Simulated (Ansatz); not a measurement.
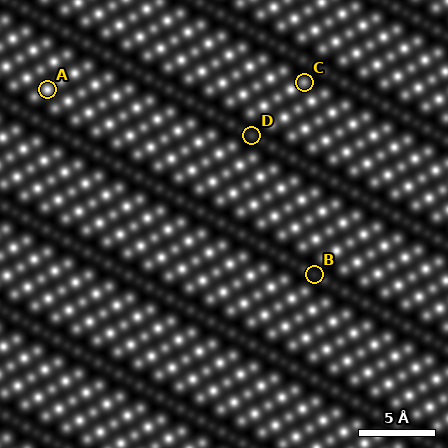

Projected-potential map of Li$_{3}$V$_{3}$Sb$_{2}$ (R-3m, No. 166) along [310]. Computed as the sum of neutral-atom potentials (tabulated electron scattering factors, B = 0.3 Å²) projected along the beam and smoothed by 0.25 Å; brighter is more positive. The display is stretched by a gamma of 0.7; percentages refer to the linear signal. Model: the geometry relaxed with DFT, PAW plane waves, pbe (Ansatz 0.2.0); the starting structure was generated, so it need not be a known form of this composition.

```
V Li Sb
1.0
     4.85153    0.00000    0.00000
    -2.42577    4.20155    0.00000
     0.00000    0.00000   18.35979
V Li Sb
9 9 6
Direct
  0.66667 0.33333 0.83333
  0.33333 0.66667 0.73664
  0.00000 0.00000 0.93002
  0.33333 0.66667 0.16667
  0.00000 0.00000 0.06998
  0.66667 0.33333 0.26336
  0.00000 0.00000 0.50000
  0.66667 0.33333 0.40331
  0.33333 0.66667 0.59669
  0.50000 0.00000 0.00000
  0.00000 0.50000 0.00000
  0.50000 0.50000 0.00000
  0.16667 0.33333 0.33333
  0.66667 0.83333 0.33333
  0.16667 0.83333 0.33333
  0.83333 0.66667 0.66667
  0.33333 0.16667 0.66667
  0.83333 0.16667 0.66667
  0.33333 0.66667 0.88363
  0.00000 0.00000 0.78304
  0.00000 0.00000 0.21696
  0.66667 0.33333 0.11637
  0.66667 0.33333 0.55029
  0.33333 0.66667 0.44971
```

> What lies under each ring?

A: Sb (1 Sb per 12.84 Å along the beam; the brightest kind). B: Li (1 Li per 12.84 Å along the beam; about 10 % of the brightest peak). C: V (1 V per 12.84 Å along the beam; about 55 % of the brightest peak). D: Li (2 Li per 12.84 Å along the beam; about 15 % of the brightest peak). Brightness is counted from the darkest point of the image.
